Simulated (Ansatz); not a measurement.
**Generalised stacking-fault energy along a line for MgSe (rock salt)**

Generalised stacking fault of MgSe (rock salt) on the {100} plane. The cell below holds the perfect crystal with the plane normal along z; tilting its third vector by the shift puts one fault into each cell, between planes 2.74 Å apart, at fixed cell height.

```
MgSe
1.0
    3.86945     0.00000     0.00000
    0.00000     3.86945     0.00000
    1.93472     1.93472     8.20834
Se Mg
3 3
Direct
  0.00000   0.00000   0.83333
  0.33333   0.33333   0.16667
  0.66667   0.66667   0.50000
  0.50000   0.50000   0.83333
  0.83333   0.83333   0.16667
  0.16667   0.16667   0.50000
```

In-plane vectors a = (3.869, 0.000) Å, b = (0.000, 3.869) Å, area 14.97 Å². The shift is s times the vector a + b (length 5.472 Å), so s = 1 restores the start. Atoms relax along the normal only. γ = [E(shift) − E(0)] / area.

Calculation: r2SCAN (plane waves to 500 eV, PAW, scalar-relativistic; Ansatz, an electronic-structure program). k mesh 7×7×7 (Γ-centred), Fermi-Dirac smearing 0.05 eV. Energies are extrapolated to zero smearing. Faults lie only 8.2 Å apart, and holding the cell height raises γ above its relaxed value. MgSe was relaxed with its symmetry unable to fall. The zero of γ is zero shift.

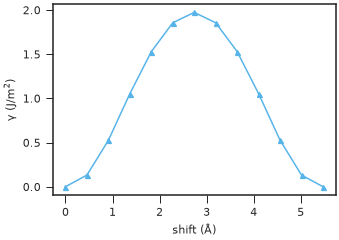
γ (J/m²) against shift (Å); computed points joined by lines (the last repeats the first, one period on).

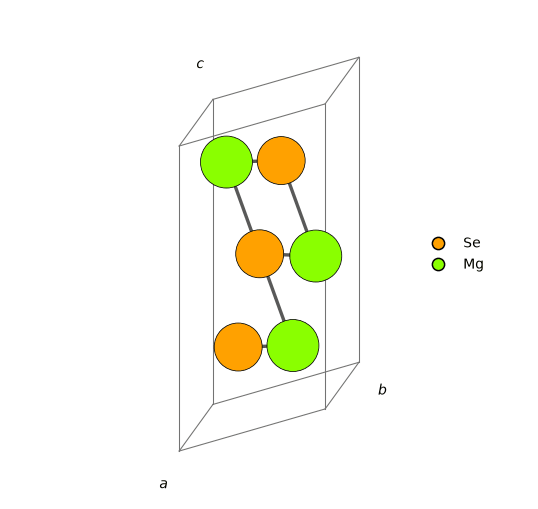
Fig. 1. The cell of the calculation at s = 0.500.

The steepest slope dγ/d(shift) before the first maximum (spline) is 12 GPa and the highest computed γ on the line is 1.97 J/m². Local minima between the ends: no computed point is one. Position of the highest point: s = 0.500.

A slope of 1 mJ/m² per Å is 0.01 GPa.

(The slope of γ gives the shear force per area between the displaced halves; near zero shift its curvature is an elastic stiffness.)
